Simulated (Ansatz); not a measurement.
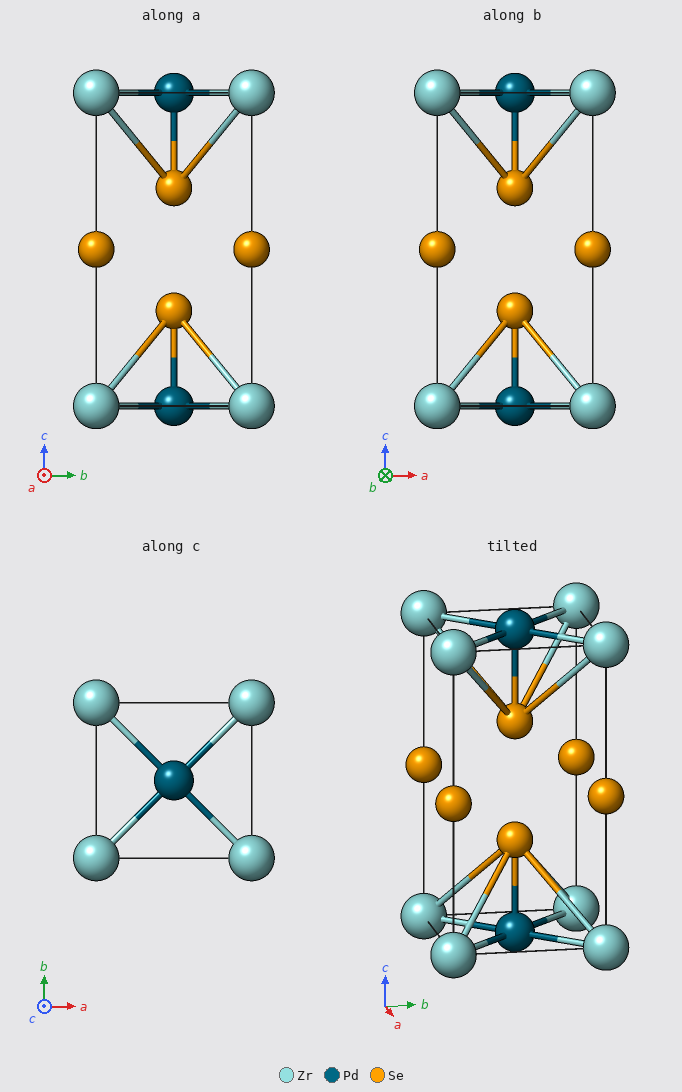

We look at a ball-and-stick model of the crystal along the a axis, along the b axis, along the c axis and slightly off an axis. The wireframe shows the conventional unit cell.

Lattice parameters: a = 3.8367 Å, b = 3.8367 Å, c = 7.7349 Å, α = 90.000°, β = 90.000°, γ = 90.000°.

**Reconstruct the structure as a CIF in P1 with every atom of the cell, with free fractional coordinates to two decimals.**

```cif
data_structure
_symmetry_space_group_name_H-M 'P 1'
_symmetry_Int_Tables_number 1
_cell_length_a 3.8367
_cell_length_b 3.8367
_cell_length_c 7.7349
_cell_angle_alpha 90.000
_cell_angle_beta 90.000
_cell_angle_gamma 90.000
_cell_volume 113.86
loop_
_atom_site_label
_atom_site_type_symbol
_atom_site_fract_x
_atom_site_fract_y
_atom_site_fract_z
_atom_site_occupancy
Zr1 Zr 0.00 0.00 0.00 1
Pd1 Pd 0.50 0.50 0.00 1
Se1 Se 0.50 0.50 0.70 1
Se2 Se 0.50 0.50 0.30 1
Se3 Se 0.00 0.00 0.50 1
```

The model was built from a random cell made by a generator, so it need not be a real form of the compound. A relaxation with Ansatz 0.2.0, DFT PBE, scalar-relativistic, plane waves, PAW gave the geometry drawn.
